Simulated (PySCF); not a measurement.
**C₄H₉Cl₃Si (SMILES CCCC[Si](Cl)(Cl)Cl): density, localisation and related maps**

Input

```
{"job": {"kind": "nmr", "xc": "PBE0", "basis": "pcSseg-1"}, "charge": 0, "multiplicity": 1}
Si     1.254052     1.805029     1.399892
Cl     1.203953     1.979913     3.445272
Cl     3.216283     1.817261     0.791920
Cl     0.329780     3.448505     0.582771
C      0.410490     0.249742     0.851132
C      0.372898     0.071957    -0.666722
C     -0.288606    -1.224967    -1.125635
C     -1.757996    -1.348475    -0.753677
H      0.938055    -0.590582     1.336918
H     -0.604086     0.273967     1.284562
H     -0.152813     0.931445    -1.118467
H      1.403475     0.108424    -1.057574
H     -0.182983    -1.293998    -2.221306
H      0.274206    -2.082158    -0.715112
H     -2.195146    -2.272744    -1.160126
H     -1.908478    -1.372008     0.337017
H     -2.341645    -0.501893    -1.150596
```

Launched as:

```sh
OMP_NUM_THREADS=1 python probes_run.py task.json out
```

Geometry: PBE0-D3(BJ)/def2-SVP.

Level of theory: PBE0/pcSseg-1, SCF density, gas phase, non-relativistic (PySCF).

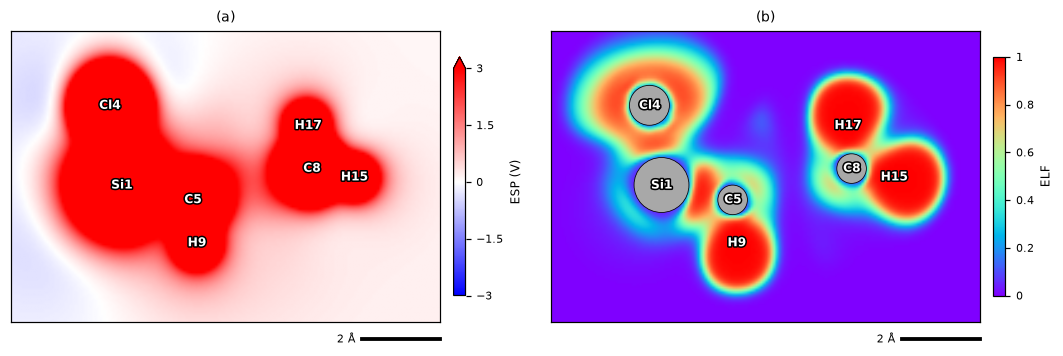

Figure 1. (a) electrostatic potential; (b) electron localisation function on the plane of atoms Si1, C5 and H9. Grey discs cover the atomic cores in the ELF map.

### Read the bonding off the picture.

The plane passes through Si, Cl, C and H nuclei. C–Si (1.85 Å): the ELF peaks at about 0.95 between the atoms, as expected for localised, covalent bonding. Si–Cl (2.05 Å): the ELF peaks at about 0.90 between the atoms: a polar covalent bond. C–H (1.10 Å): the ELF climbs to about 1 towards the hydrogen, as it does in any bond to H; an ordinary covalent bond to hydrogen. The ELF also peaks beside Cl4, away from the bonds: lone-pair regions. Outside the dense part of the molecule the potential is most negative (−0.4 V) near Cl4.

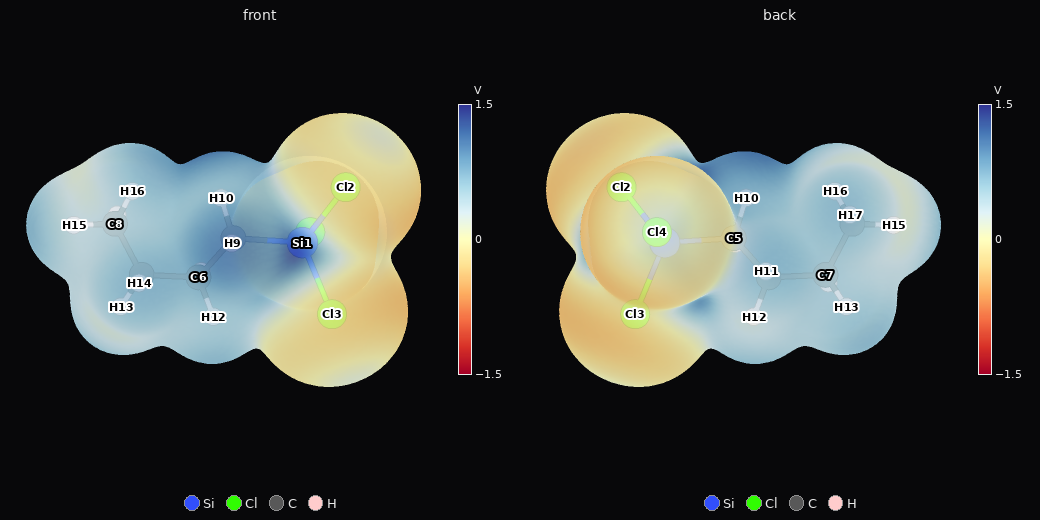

Figure 2. The molecular electrostatic potential painted on the density surface at 0.002 e/bohr³, seen from the front and from behind; the colour scale runs from red (negative) to blue (positive).

### Where is the surface potential most negative and most positive?

The most negative region (about −0.4 V) lies over Cl2, Cl3 and Cl4, the most positive (about +1.2 V) over Si1. Cl2 shows a σ-hole: about +0.2 V at the tip opposite its bond, against about −0.2 V on its flanks.
